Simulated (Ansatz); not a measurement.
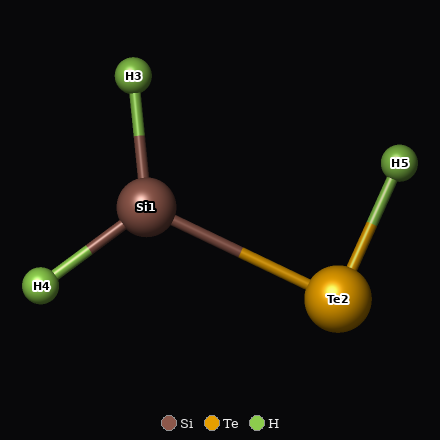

The system is H3SiTe, SMILES [SiH2+][TeH], charge +1; the picture shows the reference structure. The first coordinate is: umbrella angle at Si1 (between each of its bonds and their common axis; 90 is planar); the second: change of the bonds Si1–Te2, Si1–H3, Si1–H4, all alike. Nothing is relaxed (all other coordinates rigid). Grid: 15 × 15 points; 120 points were computed and 105 follow by symmetry. Points are written as (first, second). All energies are given in kJ/mol relative to the lowest grid point. The calculation used RKS PBE-D4/def2-SVP (Ansatz).

Its coordinates:

```xyz
5

Si   -0.2116   -0.7028    0.0479
Te    1.4310    1.0402   -0.0259
H    -1.6698   -0.3934   -0.0359
H     0.2679   -2.1095    0.1804
H     0.1824    2.1655   -0.1666
```

Range: umbrella angle at Si1 (between each of its bonds and their common axis; 90 is planar) from 66.0 to 114.0°; change of the bonds Si1–Te2, Si1–H3, Si1–H4, all alike from −0.197 to 0.305 Å.

Predict the map.

Answer. The lowest grid point is at (90.0°, 0.018 Å). No other kind of well shows on this grid. The highest grid point, (66.0°, −0.197 Å), lies 218 kJ/mol above the lowest. Round the minimum the two coordinates are nearly uncoupled.

| second ↓, first → | 66.0 | 69.4 | 72.9 | 76.3 | 79.7 | 83.1 | 86.6 | 90.0 | 93.4 | 96.9 | 100.3 | 103.7 | 107.1 | 110.6 | 114.0 |
| --- | --- | --- | --- | --- | --- | --- | --- | --- | --- | --- | --- | --- | --- | --- | --- |
| 0.305 | 191 | 179 | 167 | 159 | 152 | 147 | 144 | 143 | 144 | 147 | 152 | 159 | 167 | 179 | 191 |
| 0.269 | 168 | 155 | 143 | 134 | 126 | 121 | 117 | 116 | 117 | 121 | 126 | 134 | 143 | 155 | 168 |
| 0.233 | 146 | 132 | 120 | 110 | 102 | 96 | 93 | 92 | 93 | 96 | 102 | 110 | 120 | 132 | 146 |
| 0.197 | 127 | 112 | 99 | 88 | 80 | 74 | 70 | 69 | 70 | 74 | 80 | 88 | 99 | 112 | 127 |
| 0.161 | 109 | 93 | 79 | 68 | 60 | 53 | 49 | 48 | 49 | 53 | 60 | 68 | 79 | 93 | 109 |
| 0.126 | 95 | 78 | 64 | 52 | 43 | 36 | 32 | 31 | 32 | 36 | 43 | 52 | 64 | 78 | 95 |
| 0.090 | 83 | 66 | 51 | 38 | 29 | 22 | 18 | 16 | 18 | 22 | 29 | 38 | 51 | 66 | 83 |
| 0.054 | 76 | 58 | 42 | 29 | 19 | 12 | 7 | 6 | 7 | 12 | 19 | 29 | 42 | 58 | 76 |
| 0.018 | 74 | 55 | 38 | 25 | 14 | 6 | 2 | 0 | 2 | 6 | 14 | 25 | 38 | 55 | 74 |
| −0.018 | 77 | 57 | 40 | 26 | 15 | 7 | 2 | 0 | 2 | 7 | 15 | 26 | 40 | 57 | 77 |
| −0.054 | 87 | 67 | 48 | 34 | 22 | 14 | 8 | 7 | 8 | 14 | 22 | 34 | 48 | 67 | 87 |
| −0.090 | 105 | 84 | 64 | 49 | 37 | 28 | 23 | 21 | 23 | 28 | 37 | 49 | 64 | 84 | 105 |
| −0.126 | 132 | 110 | 90 | 74 | 61 | 52 | 47 | 45 | 47 | 52 | 61 | 74 | 90 | 110 | 132 |
| −0.161 | 168 | 145 | 125 | 108 | 95 | 86 | 80 | 78 | 80 | 86 | 95 | 108 | 125 | 145 | 168 |
| −0.197 | 218 | 194 | 172 | 155 | 142 | 132 | 126 | 124 | 126 | 132 | 142 | 155 | 172 | 194 | 218 |

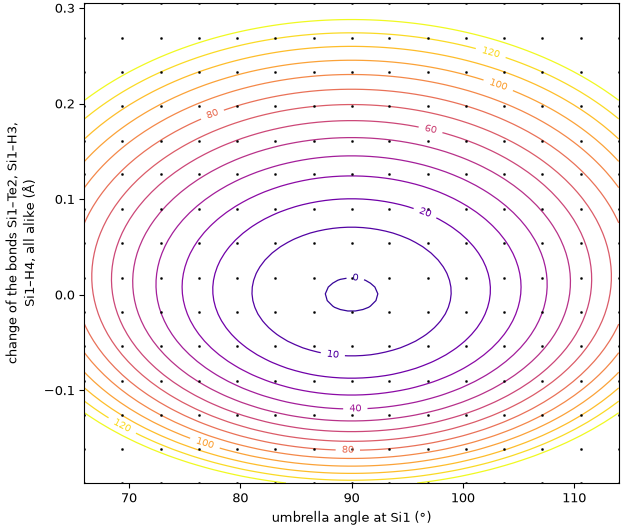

Drawn: contour lines labelled in kJ/mol (none above 130), dots at the grid points. Between grid points the surface is interpolated.

Time for the 120 points that were run: 7.3 min on 1 thread of Intel(R) Xeon(R) Platinum 8259CL CPU @ 2.50GHz (Skylake/Cascade Lake), with other jobs on the host.
